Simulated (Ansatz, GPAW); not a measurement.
## Mg/Ir(100) in an electric field

How does Mg/Ir(100) screen a perpendicular field?

Program: GPAW 26.7.0 and Ansatz 0.2.0. Level of theory: Ansatz plane waves; slab in vacuum with a dipole correction, relaxation, in the first sound run; inputs show where later runs differ. Results are calculated unless marked as measured.

### Step 1. The structure

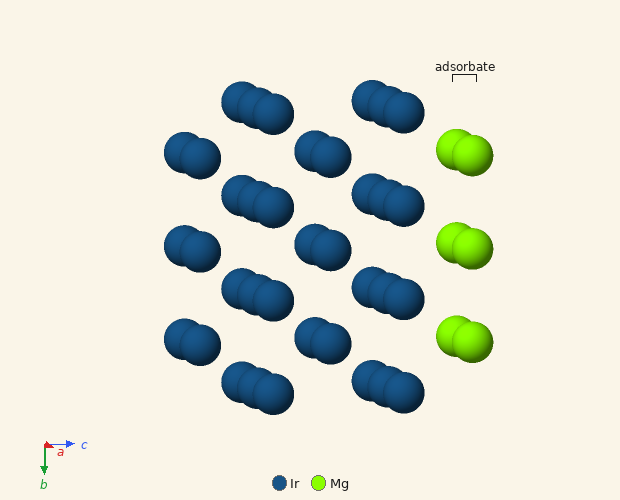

Start, viewed from the side, with the c axis across the page; iridium blue, magnesium green. 2×3×1 cells are drawn. Some periodic images of atoms are drawn too.

The cell holds 5 atoms: 4 Ir and 1 Mg. Cell: a = 2.715 Å, b = 2.715 Å, c = 24.014 Å, α = 90.0°, β = 90.0°, γ = 90.0°. Vacuum lies along c.

### Step 2. Relaxation

The atoms are relaxed first, since the surface dipole, and with it the work function, follows the positions of the outer layers. The lowest 2 atoms are held at bulk positions and keep their forces.

Contents of input.yaml:

```yaml
crystal:
  lattice:
    - [2.7152900398, 0.0, 0.0]
    - [0.0, 2.7152900398, 0.0]
    - [0.0, 0.0, 24.0141342019]
  atoms:
    - { symbol: Ir, position: [0.5, 0.5, 0.3331371405] }
    - { symbol: Ir, position: [0.0, 0.0, 0.4130900542] }
    - { symbol: Ir, position: [0.5, 0.5, 0.493042968] }
    - { symbol: Ir, position: [0.0, 0.0, 0.5729958817] }
    - { symbol: Mg, position: [0.5, 0.5, 0.6668628595] }
kpoints:
  mp_grid: { grid: [12, 12, 1] }
hamiltonian:
  xc: pbe
scf:
  occupations: { method: fermi_dirac, width: 0.1 }
efield:
  axis: 3
  dipole_correction: true
  ramp_width: 0.05
relax:
  f_tol: 0.02
  max_steps: 60
  constraints: [{ sites: [0, 1] }]
output:
  write_potential: true
  write_density: true
  volumetric_format: npy
```

Command:

```
$ ansatz run input.yaml --threads 4 --pin off --max-ram 8192MiB --backend cpu --events-out ev --progress --plain --runs-dir out
```

Numbers of over 12 decimals in the logs are rounded to 6 here.

What it wrote:

```text
Engine: ansatz 0.2.0, x86_64-unknown-linux-gnu
Pseudopotentials: kind: paw
Pseudopotential: Ir, paw, valence charge 17, recommended cutoff 420 eV (normal), Ir.paw.azcp
Pseudopotential: Mg, paw, valence charge 10, recommended cutoff 420 eV (normal), Mg.paw.azcp
Functional definition: PBE
  parameter kappa = 0.804
  parameter beta = 0.066725
  exchange = pbe_x(kappa = kappa, mu = beta*pi^2/3)
  correlation = pbe_c(beta = beta)
Crystal: 5 atoms, lattice volume = 177.051 Å³
Basis set: ecut = 420 eV, 3525 PW (Γ), exchange–correlation on 40×40×324 points (8 copies of the dense FFT grid, shifted against one another)
Bands: 47, of which v1, the nominal top of the filled ones, is band 39 counted from 1 (38 counted from 0)
Symmetry: 8 space group operations
Space group: P4mm (ITA 99), of the structure as read, at distance tolerance 5.6e-5 Å
k-points: 28 of 144
Non-local potential: Ir, projectors of the file, l = 0: 3, l = 1: 2, l = 2: 2, l = 3: 1
Non-local potential: Mg, projectors of the file, l = 0: 3, l = 1: 2, l = 2: 1
PAW form: soft (Blöchl's): semilocal exchange-correlation on the pseudo side does not see the compensation charge
PAW one-centre angular grid: Ir, 590 points (default); XC on 64 Gauss nodes
PAW one-centre angular grid: Mg, 110 points (default); XC on 64 Gauss nodes
Initial density: superposition of atomic densities (neutral atoms: chi_scale 0, normalization atom), corrected by the library's trained network
Initial wavefunctions: pseudopotential atomic-orbital guess
Functional: x = pbe(κ = 0.804, μ = 0.219515), c = pbe(β = 0.066725)
SCF iter   1: F=—  HF=-49663.384919 eV  |F-HF|=—  |Δ(HF+E_count)|=         —  Δρ=7.66e-3  dr2=1.00e0  ethr=1.77e-3  p=0.045 e·Å  D=4.58e-2 V/Å  ΔV_dip=-1.10 eV  dr2_dipole=1.65e-2  V_vac-E_F(+/−)=4.05/5.15 eV  ⟨swp⟩=8.9  Hψ=5921  notcnv=0
efield: sawtooth ramp at fractional position 0.9750 (placed from the atoms, in the widest stretch of the axis that holds none; the zero of the levels goes with the place), width 0.0500; the density the first Hamiltonian is built on has a dipole p = 0.045 e·Å; the dipole correction subtracts the counter field D = 4.58e-2 V/Å, which shifts the + side's vacuum level by -1.10 eV against the − side's; the planar-averaged density in the ramp window peaks in size at 2.3e-5 e/Å³
preconditioner: auto → LDOS  [metal: Δε(μ)=0.004 eV  Ē_g=6.012 eV  σ=0.100 eV  W_gap=0.01  n_scr=38 (ndim 8)  ℏωp=17.2 eV  f_vac=0.520  D(μ)=5.16/eV (n_scr^D=16)  β→1.0]
SCF iter   2: F=—  HF=-49663.360834 eV  |F-HF|=—  |Δ(HF+E_count)|=   2.41e-2  Δρ=2.87e-3  dr2=2.60e-2  ethr=1.29e-3  p=0.058 e·Å  D=5.96e-2 V/Å  ΔV_dip=-1.43 eV  dr2_dipole=3.64e-4  V_vac-E_F(+/−)=4.11/5.54 eV  ⟨swp⟩=2.1  Hψ=1667  notcnv=0  defer=6
SCF iter   3: F=—  HF=-49663.359541 eV  |F-HF|=—  |Δ(HF+E_count)|=   1.29e-3  Δρ=1.57e-3  dr2=1.62e-2  ethr=3.33e-5  p=0.055 e·Å  D=5.61e-2 V/Å  ΔV_dip=-1.35 eV  dr2_dipole=9.20e-7  V_vac-E_F(+/−)=4.12/5.47 eV  ⟨swp⟩=3.0  Hψ=2751  notcnv=0  defer=8
SCF iter   4: F=—  HF=-49663.357119 eV  |F-HF|=—  |Δ(HF+E_count)|=   2.42e-3  Δρ=5.09e-4  dr2=1.54e-3  ethr=2.08e-5  p=0.057 e·Å  D=5.79e-2 V/Å  ΔV_dip=-1.39 eV  dr2_dipole=3.32e-6  V_vac-E_F(+/−)=4.12/5.51 eV  ⟨swp⟩=2.0  Hψ=1805  notcnv=0  defer=8
SCF iter   5: F=—  HF=-49663.356968 eV  |F-HF|=—  |Δ(HF+E_count)|=   1.51e-4  Δρ=9.77e-5  dr2=7.71e-5  ethr=1.97e-6  p=0.058 e·Å  D=5.88e-2 V/Å  ΔV_dip=-1.41 eV  dr2_dipole=1.91e-7  V_vac-E_F(+/−)=4.12/5.53 eV  ⟨swp⟩=2.0  Hψ=1942  notcnv=0  defer=2
SCF iter   6: F=—  HF=-49663.356963 eV  |F-HF|=—  |Δ(HF+E_count)|=   4.99e-6  Δρ=3.81e-5  dr2=1.01e-5  ethr=1.28e-8  p=0.058 e·Å  D=5.92e-2 V/Å  ΔV_dip=-1.42 eV  dr2_dipole=3.15e-8  V_vac-E_F(+/−)=4.12/5.54 eV  ⟨swp⟩=14.0  Hψ=13431  notcnv=0
SCF iter   7: F=-49663.356963 eV  HF=-49663.356963 eV  |F-HF|=2.75e-7  |Δ(HF+E_count)|=   2.32e-7  Δρ=1.32e-5  dr2=6.86e-7  ethr=1.28e-8  p=0.058 e·Å  D=5.93e-2 V/Å  ΔV_dip=-1.42 eV  dr2_dipole=2.57e-9  V_vac-E_F(+/−)=4.12/5.55 eV  ⟨swp⟩=12.6  Hψ=11306  notcnv=0
SCF 1 converged in 7 iterations: F = -49663.356963 eV  dr2 = 6.86e-7
  greatest PAW one-centre occupation: 1.000 electrons in one spin orbital (limit 2), on the Mg atom at site 4 (counted from 0), in its partial waves of l = 0
relax step   1: F+E_penalty+E_count = -49663.35696340 eV  Δ(F+E_penalty+E_count) = +0.000e0 eV  max|allowed force component| = 8.715e-1 eV/Å  Δτ_max = 0.0000 Å  (7 SCF iters, dr2 threshold 1.00e-5 eV, accepted)
Initial density: handed on by an earlier stage of this run
Initial wavefunctions: those handed on with the density
iter 1 solved again at ethr=1.31e-3 eV; its pass at ethr=3.10e-3 eV (dr2=1.02e0 eV) is discarded
SCF iter   1: F=—  HF=-49663.538040 eV  |F-HF|=—  |Δ(HF+E_count)|=         —  Δρ=9.05e-3  dr2=1.06e0  ethr=1.31e-3  p=0.058 e·Å  D=5.93e-2 V/Å  ΔV_dip=-1.42 eV  dr2_dipole=1.97e-1  V_vac-E_F(+/−)=4.16/5.58 eV  ⟨swp⟩=1.2  Hψ=5343  notcnv=0  defer=3
efield: sawtooth ramp at fractional position 0.9750 (handed on by an earlier solve), width 0.0500; the density the first Hamiltonian is built on has a dipole p = 0.058 e·Å; the dipole correction subtracts the counter field D = 5.93e-2 V/Å, which shifts the + side's vacuum level by -1.42 eV against the − side's; the planar-averaged density in the ramp window peaks in size at 7.1e-7 e/Å³
preconditioner: auto → LDOS  [metal: Δε(μ)=0.008 eV  Ē_g=6.141 eV  σ=0.100 eV  W_gap=0.02  n_scr=38 (ndim 8)  ℏωp=17.2 eV  f_vac=0.527  D(μ)=5.50/eV (n_scr^D=30)  β→1.0]
SCF iter   2: F=—  HF=-49663.511052 eV  |F-HF|=—  |Δ(HF+E_count)|=   2.70e-2  Δρ=4.77e-3  dr2=1.31e-1  ethr=1.31e-3  p=0.064 e·Å  D=6.49e-2 V/Å  ΔV_dip=-1.56 eV  dr2_dipole=2.52e-4  V_vac-E_F(+/−)=4.00/5.56 eV  ⟨swp⟩=2.5  Hψ=1934  notcnv=0  defer=3
SCF iter   3: F=—  HF=-49663.492887 eV  |F-HF|=—  |Δ(HF+E_count)|=   1.82e-2  Δρ=2.06e-3  dr2=3.38e-2  ethr=1.68e-4  p=0.063 e·Å  D=6.39e-2 V/Å  ΔV_dip=-1.54 eV  dr2_dipole=4.32e-3  V_vac-E_F(+/−)=4.04/5.57 eV  ⟨swp⟩=3.0  Hψ=2684  notcnv=0  defer=8
SCF iter   4: F=—  HF=-49663.488047 eV  |F-HF|=—  |Δ(HF+E_count)|=   4.84e-3  Δρ=8.42e-4  dr2=6.79e-3  ethr=4.33e-5  p=0.062 e·Å  D=6.37e-2 V/Å  ΔV_dip=-1.53 eV  dr2_dipole=1.28e-3  V_vac-E_F(+/−)=4.04/5.57 eV  ⟨swp⟩=2.1  Hψ=1815  notcnv=0  defer=9
SCF iter   5: F=—  HF=-49663.487301 eV  |F-HF|=—  |Δ(HF+E_count)|=   7.46e-4  Δρ=2.10e-4  dr2=3.84e-4  ethr=8.70e-6  p=0.062 e·Å  D=6.38e-2 V/Å  ΔV_dip=-1.53 eV  dr2_dipole=6.44e-5  V_vac-E_F(+/−)=4.04/5.57 eV  ⟨swp⟩=2.0  Hψ=1829  notcnv=0  defer=9
SCF iter   6: F=-49663.487243 eV  HF=-49663.487256 eV  |F-HF|=1.31e-5  |Δ(HF+E_count)|=   4.52e-5  Δρ=6.44e-5  dr2=1.97e-5  ethr=6.09e-8  p=0.062 e·Å  D=6.38e-2 V/Å  ΔV_dip=-1.53 eV  dr2_dipole=1.79e-6  V_vac-E_F(+/−)=4.04/5.57 eV  ⟨swp⟩=12.7  Hψ=13529  notcnv=0
SCF 2 converged in 6 iterations: F = -49663.487243 eV  dr2 = 1.97e-5
relax step   2: F+E_penalty+E_count = -49663.48724250 eV  Δ(F+E_penalty+E_count) = -1.303e-1 eV  max|allowed force component| = 3.476e-1 eV/Å  Δτ_max = 0.1948 Å  (6 SCF iters, dr2 threshold 4.75e-5 eV, accepted)
iter 1 solved again at ethr=1.46e-4 eV; its pass at ethr=3.10e-3 eV (dr2=1.14e-1 eV) is discarded
SCF iter   1: F=—  HF=-49663.509911 eV  |F-HF|=—  |Δ(HF+E_count)|=         —  Δρ=4.12e-3  dr2=5.48e-2  ethr=1.46e-4  p=0.062 e·Å  D=6.38e-2 V/Å  ΔV_dip=-1.53 eV  dr2_dipole=1.69e-2  V_vac-E_F(+/−)=4.05/5.58 eV  ⟨swp⟩=2.0  Hψ=5049  notcnv=0  defer=9
efield: sawtooth ramp at fractional position 0.9750 (handed on by an earlier solve), width 0.0500; the density the first Hamiltonian is built on has a dipole p = 0.062 e·Å; the dipole correction subtracts the counter field D = 6.38e-2 V/Å, which shifts the + side's vacuum level by -1.53 eV against the − side's; the planar-averaged density in the ramp window peaks in size at 1.3e-6 e/Å³
preconditioner: auto → LDOS  [metal: Δε(μ)=0.018 eV  Ē_g=6.200 eV  σ=0.100 eV  W_gap=0.05  n_scr=38 (ndim 8)  ℏωp=17.2 eV  f_vac=0.528  D(μ)=5.34/eV (n_scr^D=28)  β→1.0]
SCF iter   2: F=—  HF=-49663.505436 eV  |F-HF|=—  |Δ(HF+E_count)|=   4.47e-3  Δρ=1.16e-3  dr2=6.38e-3  ethr=7.03e-5  p=0.062 e·Å  D=6.39e-2 V/Å  ΔV_dip=-1.53 eV  dr2_dipole=4.94e-4  V_vac-E_F(+/−)=4.02/5.56 eV  ⟨swp⟩=2.0  Hψ=1949  notcnv=0  defer=9
SCF iter   3: F=—  HF=-49663.504921 eV  |F-HF|=—  |Δ(HF+E_count)|=   5.15e-4  Δρ=6.07e-4  dr2=1.51e-3  ethr=8.18e-6  p=0.062 e·Å  D=6.35e-2 V/Å  ΔV_dip=-1.53 eV  dr2_dipole=2.09e-5  V_vac-E_F(+/−)=4.03/5.56 eV  ⟨swp⟩=3.2  Hψ=2702  notcnv=0  defer=9
SCF iter   4: F=—  HF=-49663.504542 eV  |F-HF|=—  |Δ(HF+E_count)|=   3.79e-4  Δρ=1.14e-4  dr2=4.81e-5  ethr=1.93e-6  p=0.062 e·Å  D=6.34e-2 V/Å  ΔV_dip=-1.52 eV  dr2_dipole=1.36e-5  V_vac-E_F(+/−)=4.04/5.56 eV  ⟨swp⟩=2.5  Hψ=2030  notcnv=0  defer=9
SCF iter   5: F=—  HF=-49663.504549 eV  |F-HF|=—  |Δ(HF+E_count)|=   6.76e-6  Δρ=4.35e-5  dr2=7.66e-6  ethr=9.68e-9  p=0.062 e·Å  D=6.31e-2 V/Å  ΔV_dip=-1.52 eV  dr2_dipole=9.67e-7  V_vac-E_F(+/−)=4.04/5.56 eV  ⟨swp⟩=13.9  Hψ=13145  notcnv=0
SCF iter   6: F=-49663.504550 eV  HF=-49663.504550 eV  |F-HF|=2.91e-7  |Δ(HF+E_count)|=   1.77e-6  Δρ=1.24e-5  dr2=6.07e-7  ethr=9.68e-9  p=0.062 e·Å  D=6.30e-2 V/Å  ΔV_dip=-1.51 eV  dr2_dipole=9.41e-8  V_vac-E_F(+/−)=4.04/5.56 eV  ⟨swp⟩=12.5  Hψ=11237  notcnv=0
SCF 3 converged in 6 iterations: F = -49663.504550 eV  dr2 = 6.07e-7
relax step   3: F+E_penalty+E_count = -49663.50455019 eV  Δ(F+E_penalty+E_count) = -1.731e-2 eV  max|allowed force component| = 9.827e-2 eV/Å  Δτ_max = 0.0860 Å  (6 SCF iters, dr2 threshold 7.55e-6 eV, accepted)
[...]
relax step   4: F+E_penalty+E_count = -49663.50545820 eV  Δ(F+E_penalty+E_count) = -9.080e-4 eV  max|allowed force component| = 4.725e-3 eV/Å  Δτ_max = 0.0166 Å  (5 SCF iters, dr2 threshold 7.72e-7 eV, accepted)
iter 1 solved again at ethr=8.43e-10 eV; its pass at ethr=3.10e-3 eV (dr2=6.58e-7 eV) is discarded
SCF iter   1: F=—  HF=-49663.505542 eV  |F-HF|=—  |Δ(HF+E_count)|=         —  Δρ=1.18e-5  dr2=6.58e-7  ethr=8.43e-10  p=0.062 e·Å  D=6.29e-2 V/Å  ΔV_dip=-1.51 eV  dr2_dipole=1.84e-8  V_vac-E_F(+/−)=4.05/5.56 eV  ⟨swp⟩=1.1  Hψ=3306  notcnv=0  defer=8
efield: sawtooth ramp at fractional position 0.9750 (handed on by an earlier solve), width 0.0500; the density the first Hamiltonian is built on has a dipole p = 0.062 e·Å; the dipole correction subtracts the counter field D = 6.29e-2 V/Å, which shifts the + side's vacuum level by -1.51 eV against the − side's; the planar-averaged density in the ramp window peaks in size at 1.3e-6 e/Å³
preconditioner: auto → LDOS  [metal: Δε(μ)=0.020 eV  Ē_g=6.162 eV  σ=0.100 eV  W_gap=0.05  n_scr=38 (ndim 8)  ℏωp=17.2 eV  f_vac=0.528  D(μ)=5.38/eV (n_scr^D=28)  β→1.0]
SCF iter   2: F=—  HF=-49663.505459 eV  |F-HF|=—  |Δ(HF+E_count)|=   8.33e-5  Δρ=1.19e-5  dr2=8.15e-7  ethr=8.43e-10  p=0.062 e·Å  D=6.29e-2 V/Å  ΔV_dip=-1.51 eV  dr2_dipole=2.65e-10  V_vac-E_F(+/−)=4.04/5.56 eV  ⟨swp⟩=2.0  Hψ=2297  notcnv=0  defer=8
SCF iter   3: F=-49663.505459 eV  HF=-49663.505459 eV  |F-HF|=2.00e-8  |Δ(HF+E_count)|=   1.07e-7  Δρ=2.79e-6  dr2=2.74e-8  ethr=1.28e-10  p=0.062 e·Å  D=6.29e-2 V/Å  ΔV_dip=-1.51 eV  dr2_dipole=3.25e-14  V_vac-E_F(+/−)=4.04/5.56 eV  ⟨swp⟩=9.9  Hψ=10855  notcnv=0
SCF 5 converged in 3 iterations: F = -49663.505459 eV  dr2 = 2.74e-8
relax step   5: F+E_penalty+E_count = -49663.50545863 eV  Δ(F+E_penalty+E_count) = -4.373e-7 eV  max|allowed force component| = 4.765e-3 eV/Å  Δτ_max = 0.0000 Å  (3 SCF iters, accepted)
NSCF: frozen V_eff on 28 k-points
the band table was solved once a step of the walk had ended and its energy, with any forces and stress, was formed, with the checks that follow a solve (6109 applications of the Hamiltonian). They found nothing against the state; the energy, forces and stress were not computed again (output.eigenvalues in the input reference)
WARN: The output density's exchange-correlation potential varies sharply where the density is thin. Do not read a vacuum level from v_tot or v_xc, or from such a field of the output density. On a cell that repeats whose density bears no net charge and no dipole along the vacuum's axis use v_es (v_loc + v_h of the components); under efield.dipole_correction with no amplitude use v_es + v_field, which holds any externa [...]
SCF converged after 3 iterations
Free energy (F): -49663.505459 eV
Harris-Foulkes:  -49663.505459 eV  (|F-HF|=2.00e-8)
Internal energy: -49663.331783 eV  (E = F + TS)
E sigma→0 (E₀):  -49663.418621 eV
Entropy (-TS):   -0.173676 eV (-34.735 meV/atom)
Fermi energy:    6.203697 eV
Dipole field:    D = 0.062937 V/Å  (p = 0.061581 e·Å, saw-weighted, corrected)
Work function:   Φ+ = 4.0449 eV   Φ− = 5.5562 eV
Levels:          The Fermi level and band energies are counted from a zero that moves with the ramp; work functions are not
--- Per-component energies (eV) ---
  E_band       = -1981.327832
  E_kinetic    = 2565.279412
  E_local      = -121815.631889  (includes V_loc(G=0)·N_el)
  E_nonlocal   = 387.294954
  E_hartree    = 59534.309502
  E_xc         = -1098.814384
  E_vxc        = -1234.950422  (∫ρ·V_xc dr)
  E_paw        = -37185.503517  (= ΣΔE_a)
  E_vpaw       = -954.335392  (= ΣTr[D̂ρ^β])
  E_aug_tail   = 0.000219  (compensation charges beyond the density's cutoff)
  E_efield     = 0.001938  (sawtooth field / dipole correction)
  E_vefield    = 2.394160  (∫n·V_field dr)
  E_ewald      = 47949.731982
  E_smearing   = -0.173676  (= −TS)
  E_closure    = -0.000000  (closes the sum)
  Σ components = -49663.505459   (vs F -49663.505459, Δ=0.00e0)
--- Forces (eV/Å), atoms counted from 1 ---
  atom   1  Ir     0.00000000     0.00000000     0.65558647
  atom   2  Ir    -0.00000000    -0.00000000    -0.66265852
  atom   3  Ir    -0.00000000     0.00000000    -0.00045461
  atom   4  Ir     0.00000000     0.00000000     0.00275495
  atom   5  Mg     0.00000000    -0.00000000     0.00476510
  max |Σ_I F_I| component: 6.62e-6 eV/Å
--- Band table (eV; the first three rows and the last of 28) ---
  k-point 0: bands = [... 35 lower, 4.8306, 5.4329, 5.7989, 5.9322, 5.9322, 6.0963, 6.8995, 7.2400, ... 4 higher]
  k-point 1: bands = [... 35 lower, 4.8276, 5.2057, 5.3902, 5.4750, 6.1400, 6.4055, 6.6179, 6.8505, ... 4 higher]
  k-point 2: bands = [... 35 lower, 4.8949, 5.0286, 5.1396, 5.2323, 5.8671, 6.2118, 6.3854, 6.9316, ... 4 higher]
  k-point 27: bands = [... 35 lower, 6.6707, 7.7640, 7.8103, 8.2620, 8.5221, 8.8200, 8.8200, 10.8080, ... 4 higher]
--- Relaxed structure (5 steps of the walk, 5 accepted, 0 SCFs on fresh bases) ---
  F+E_penalty+E_count = -49663.50545863 eV   max|allowed force component| = 4.765e-3 eV/Å
  atoms:
    - { symbol: Ir, position: [0.500000, 0.500000, 0.333137] }
    - { symbol: Ir, position: [0.0, 0.0, 0.4130900542] }
    - { symbol: Ir, position: [0.500000, 0.500000, 0.494588] }
    - { symbol: Ir, position: [2.0686830540879273e-18, 0, 0.574200] }
    - { symbol: Mg, position: [0.500000, 0.500000, 0.656321] }
```

Run time: 23 s. Hardware: 4 threads of Intel Xeon Platinum 8488C (Sapphire Rapids), shared host; peak memory 0.62 GiB.

The steps of the relaxation:

```csv
step,energy less that of the first step (eV),largest force component (eV/Å)
1,0.0000,0.8715
2,-0.1303,0.3476
3,-0.1476,0.0983
4,-0.1485,0.0047
5,-0.1485,0.0048
```

The run keeps the 8 symmetry operations that it works with, so distortions that break them were not tested.

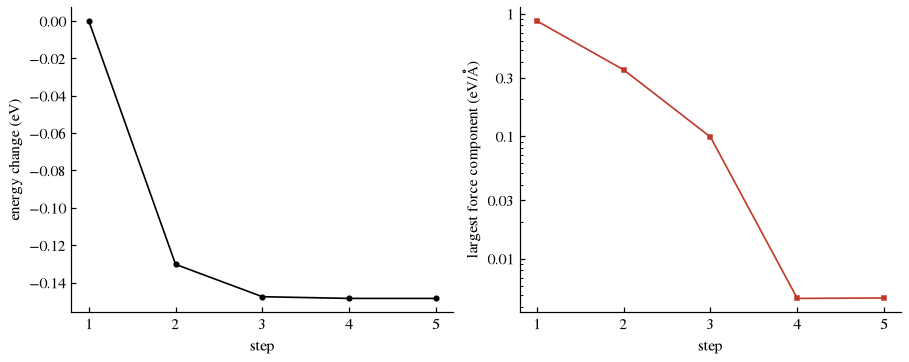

Energy and largest force along the relaxation.

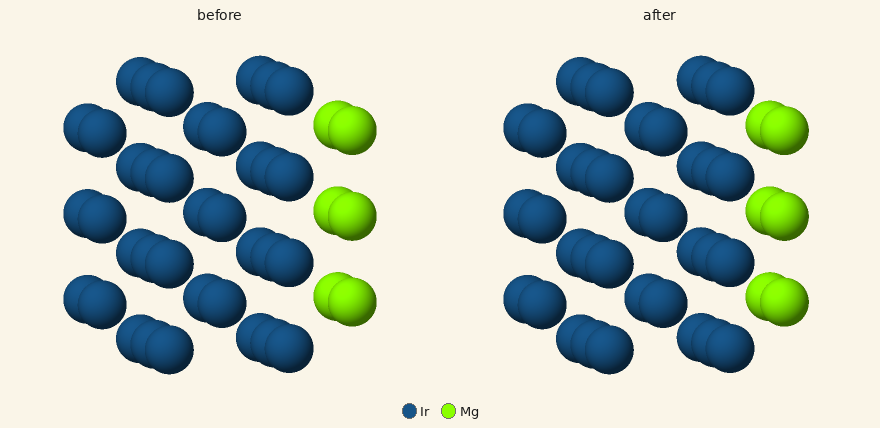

Before and after, at one scale.

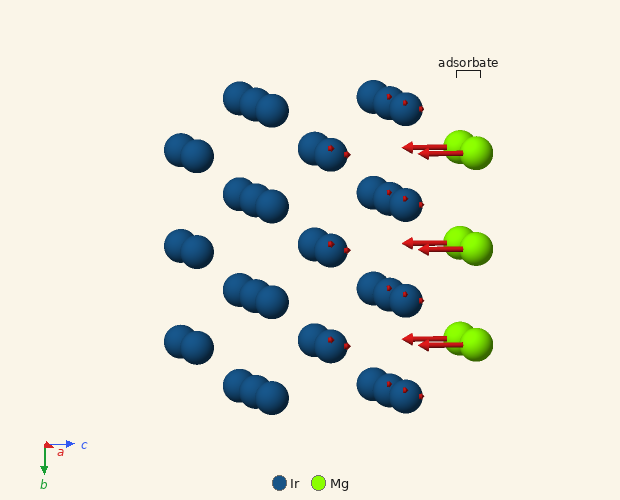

Displacements in the relaxation, exaggerated; the longest in the cell stands for 0.25 Å. 2×3×1 cells are drawn. Some periodic images of atoms are drawn too.

The atoms that moved most (Å):

```csv
atom,dx,dy,dz,length
Mg5,0.000,0.000,-0.253,0.253
Ir3,0.000,0.000,0.037,0.037
Ir4,0.000,0.000,0.029,0.029
```

Final coordinates:

```xyz
5
Lattice="2.7153 0.0000 0.0000 0.0000 2.7153 0.0000 0.0000 0.0000 24.0141" Properties=species:S:1:pos:R:3
Ir    1.3576    1.3576    8.0000
Ir    0.0000    0.0000    9.9200
Ir    1.3576    1.3576   11.8771
Ir    0.0000    0.0000   13.7889
Mg    1.3576    1.3576   15.7610
```

This step gave:

| Item | Value |
| --- | --- |
| free energy | -49663.5055 eV |
| smearing term TS | 0.1737 eV |
| symmetry operations | 8 |
| upper work function | 4.045 eV |
| lower work function | 5.556 eV |
| dipole along the normal | 0.06158 e·Å |
| dipole field | 0.06294 V/Å |
| vacuum level above | 10.25 eV |
| vacuum level below | 11.76 eV |

(Part 1 of 3 ends here.)

[Logs are printed without paths, hosts, clocks, repeated set-up lines and the standing remarks that a program may print on its own settings, such as how far it seeks lower states.]

[Hosts, paths, dates, database ids (printed as entryN), source tags and the programs' standing remarks are cut or masked in the printed files.]
